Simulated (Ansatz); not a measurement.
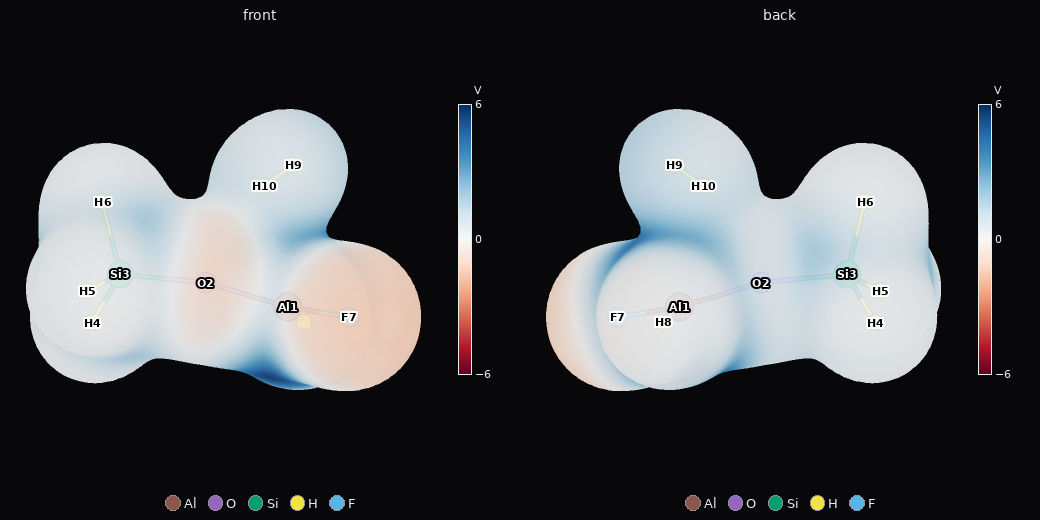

Figure. AlFH$_{4}$OSi···H$_{2}$. The molecular electrostatic potential painted on the density surface at 0.004 e/bohr³, seen from the front and from behind; red is negative and blue positive.

Not at a stationary point (largest force 1.9 eV/Å).

All numbers below come from Ansatz, RKS PBE/def2-SVP.

```xyz
10

Al   -0.0229   -0.1912    0.0190
O    -0.3755   -0.2679    1.7321
Si   -1.3395   -0.5237    3.0713
H    -2.5574   -1.3311    2.6998
H    -0.5693   -1.2618    4.1327
H    -1.7926    0.8003    3.6273
F     1.5782   -0.3090   -0.4484
H    -1.1587   -0.0769   -1.0729
H     0.1231    2.4400    0.8269
H    -0.0280    1.8693    1.2489
```

Question: Which sites attract a positive test charge, and which a negative one?

Answer: A positive charge is drawn to the negative regions and a negative charge to the positive ones. The most negative region (about −1.3 V, or −30 kcal/mol for a unit charge) lies over F7, the most positive (about +5.1 V, or +118 kcal/mol for a unit charge) over Al1.
